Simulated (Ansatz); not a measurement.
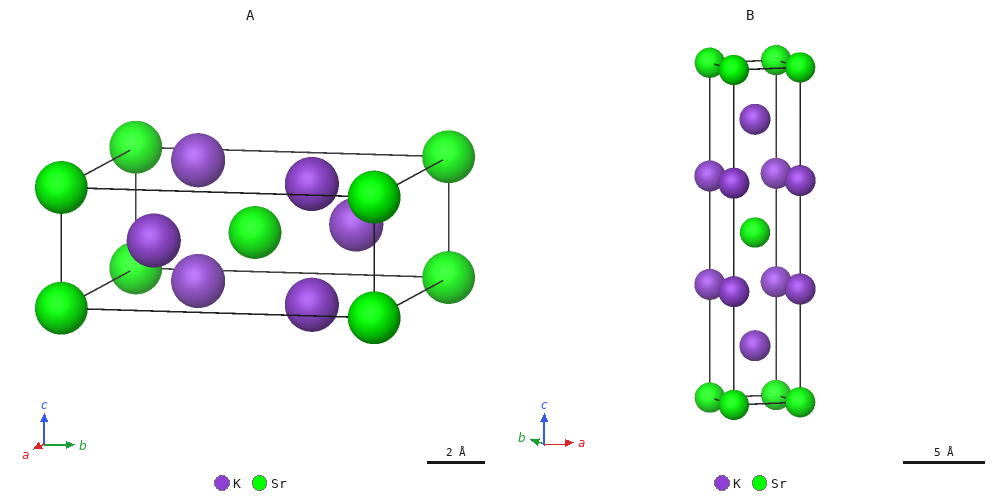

Two structures of K2Sr, each relaxed to rest (conventional cells in solid outline, small ones repeated, not to one scale). Method: DFT PBE, scalar-relativistic, plane waves, PAW in Ansatz 0.2.0, without spin polarisation.

Question: State the structure in each panel.

Answer: A: 6 atoms a cell on a primitive tetragonal lattice, P4_2/mnm. B: 6 atoms a cell on a body-centred tetragonal lattice, I4/mmm.

Question: Which of the two does the method prefer?

Answer: B is lower, by 220 meV/atom at this level of theory (energies at zero smearing). Volumes: A 93.5, B 66.1 Å³/atom.

One or both may be structure types tried for this composition rather than known phases.
